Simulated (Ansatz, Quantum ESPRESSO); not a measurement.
# Ballistic conductance of 12 atomic-chain junctions in two codes

Do pwcond's layer matching and a second code's give the same conductance at the Fermi level?

**Method.** Quantum ESPRESSO 7.5 (pw.x, pwcond.x; lead and junction from one periodic cell, ewind 4 Ry, epsproj 1e-5, nz1 7) and Ansatz 0.2.0 (PAW) on the same atoms. Geometries are as built. G counts both spins, in G₀ = 2e²/h = 77.48 µS.

Results:

| junction | level of pw.x | lead channels per spin | pwcond (G₀) | Ansatz (G₀) | ratio | resistance (kΩ) |
| --- | --- | --- | --- | --- | --- | --- |
| Sn chain with one atom pushed 1.0 Å aside at constant bond length | LDA, GBRV ultrasoft | 3.00 | 2.81 | 2.8 | 1.00 | 4.59 |
| Ge chain with a H atom bridging one bond | LDA, GBRV ultrasoft | 3.00 | 2.8 | 2.8 | 1.00 | 4.62 |
| Bi chain with one bond drawn out by 0.3 Å | PBEsol, PseudoDojo norm-conserving | 3.00 | 2.76 | 2.76 | 1.00 | 4.67 |
| Ge chain with one atom pushed 1.0 Å aside at constant bond length | PBE, GBRV ultrasoft | 3.00 | 2.74 | 2.73 | 1.01 | 4.71 |
| Sb chain with one bond drawn out by 0.3 Å | PBE, GBRV ultrasoft | 3.00 | 2.73 | 2.74 | 1.00 | 4.72 |
| Rh chain with a O atom bridging one bond | PBE, GBRV ultrasoft | 4.00 | 2.67 | 2.62 | 1.02 | 4.84 |
| Ru chain with one Si atom in line | PBE, GBRV ultrasoft | 6.00 | 2.65 | 2.58 | 1.03 | 4.87 |
| Si chain with one Cl atom in line | PBE, GBRV ultrasoft | 3.00 | 2.61 | 2.57 | 1.02 | 4.94 |
| Bi chain with one S atom in line | PBE, GBRV ultrasoft | 3.00 | 2.54 | 2.55 | 1.00 | 5.07 |
| Pb chain with one bond drawn out by 0.6 Å | LDA, GBRV ultrasoft | 3.00 | 2.52 | 2.5 | 1.01 | 5.13 |
| In chain with one atom pushed 1.0 Å aside at constant bond length | PBE, GBRV ultrasoft | 3.00 | 2.51 | 2.48 | 1.01 | 5.14 |
| Sb chain with one C atom in line | PBEsol, GBRV ultrasoft | 3.00 | 2.48 | 2.49 | 1.00 | 5.2 |

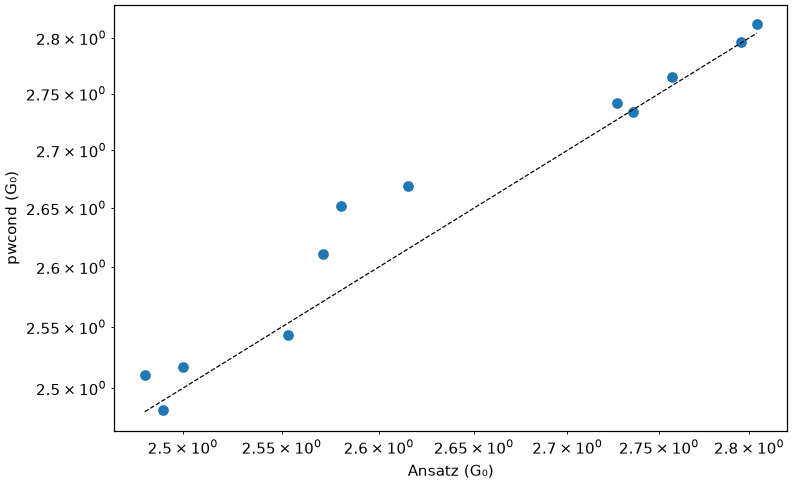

Conductance by pwcond against that by Ansatz.

**Answer.** The conductance spans 2.48 to 2.81 G₀. The codes agree within 5 % on 12 and within 15 % on 12 of 12 junctions; the widest gap is a ratio of 1.03 (Ru chain with one Si atom in line). By hand, for the first row: R = 12.906 kΩ / 2.81 = 4.59 kΩ.

Caveats: Rows without a moment ran or ended unpolarised, and spin-orbit coupling is left out; chains of 4d and 5d metals may be magnetic. Leads are short and chains strain pwcond's reduced basis. Rows were grouped by the size of G.
